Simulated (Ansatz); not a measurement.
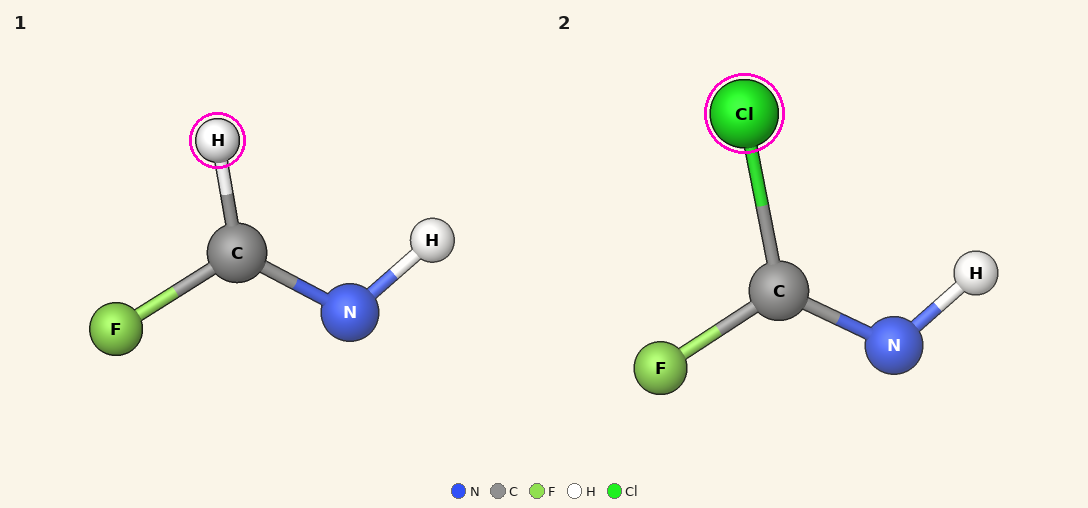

2 molecules with one skeleton, seen from the same side and at one scale; the atom that differs is circled. Charge 0, singlet. Computed geometries: PBE0-D4/def2-TZVP optimisations, one conformation each. Properties computed with Ansatz 0.2.0.

One atom differs, called X below: H in panel 1, Cl in panel 2. Their formulas are CH2FN (`[H]/N=C/F`), CHClFN (`[H]/N=C(/F)Cl`).

In which is the length of X–C larger (PBE0-D4/def2-TZVP)?

In panel 2 (X = Cl).

In which is the dipole moment larger (PBE-D4/def2-TZVPP)?

In panel 1 (X = H).

Give the values. With PBE0-D4/def2-TZVP: length of X–C (Å), angle N–C–X (°). With CAM-B3LYP-D4/def2-TZVPP: HOMO energy (Kohn–Sham orbital) (eV), HOMO–LUMO gap (eV). With PBE0-D4/def2-TZVPP: vertical ionisation energy (eV). With PBE-D4/def2-TZVPP: dipole moment (D).

```json
{"quantity": "length of X–C (Å)", "1 (H)": "1.092", "2 (Cl)": "1.729", "2 − 1": "+0.637"}
{"quantity": "angle N–C–X (°)", "1 (H)": "129.8", "2 (Cl)": "128.7", "2 − 1": "−1.1"}
{"quantity": "HOMO energy (Kohn–Sham orbital) (eV)", "1 (H)": "−10.32", "2 (Cl)": "−10.49", "2 − 1": "−0.17"}
{"quantity": "HOMO–LUMO gap (eV)", "1 (H)": "11.34", "2 (Cl)": "11.26", "2 − 1": "−0.08"}
{"quantity": "vertical ionisation energy (eV)", "1 (H)": "11.53", "2 (Cl)": "11.49", "2 − 1": "−0.04"}
{"quantity": "dipole moment (D)", "1 (H)": "2.62", "2 (Cl)": "1.60", "2 − 1": "−1.02"}
```
